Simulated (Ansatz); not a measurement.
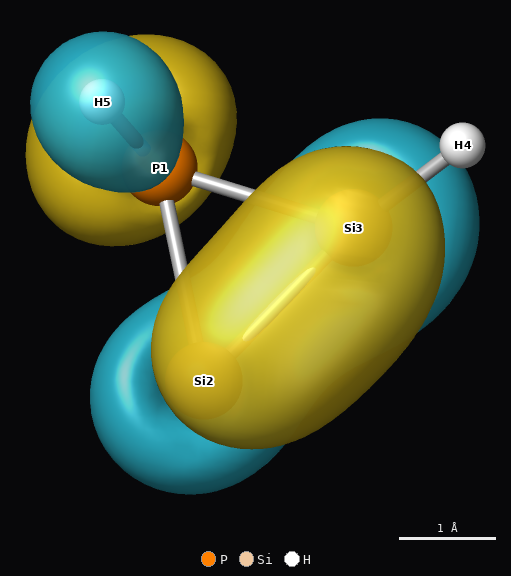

Figure 1: H$_{2}$PSi$_{2}$ (doublet). The HOMO (α) at ±0.1 Å⁻³ᐟ² (yellow and cyan are the two phases), seen across its widest extent.

Geometry: B3LYP-D3(BJ)/def2-SVP.

Level of theory: isolated molecule in a Gaussian basis; Kohn-Sham density functional theory, functional PBE0 in Ansatz 0.2.0.

The calculation's input:

```
crystal:
  periodic: [false, false, false]
  atoms:
    - {symbol: P, position_ang: [-0.045793, 0.667590, 0.982177]}
    - {symbol: Si, position_ang: [-0.722387, -1.524275, 0.271488]}
    - {symbol: Si, position_ang: [-2.098455, 0.261044, 0.333607]}
    - {symbol: H, position_ang: [-3.094360, 1.230526, -0.210008]}
    - {symbol: H, position_ang: [0.709139, 1.230924, -0.103095]}
basis:
  gaussian:
    orbitals: def2-TZVPD
output: {forces: true, orbitals: {seedname: orbitals}}
magnetization:
  spin_polarized: true
  initial_magnetization: 1
hamiltonian:
  xc: {name: PBE0}
```

Run with:

```sh
ansatz run input.yaml --threads 1 --pin off --max-ram 2610MiB --events-out events.jsonl --progress --plain --runs-dir runs
```

Question: What is the character of this orbital?

Answer: It lies mainly on Si3 (about 35 %), Si2 (about 30 %) and P1 (about 25 %). Its energy is −5.99 eV.
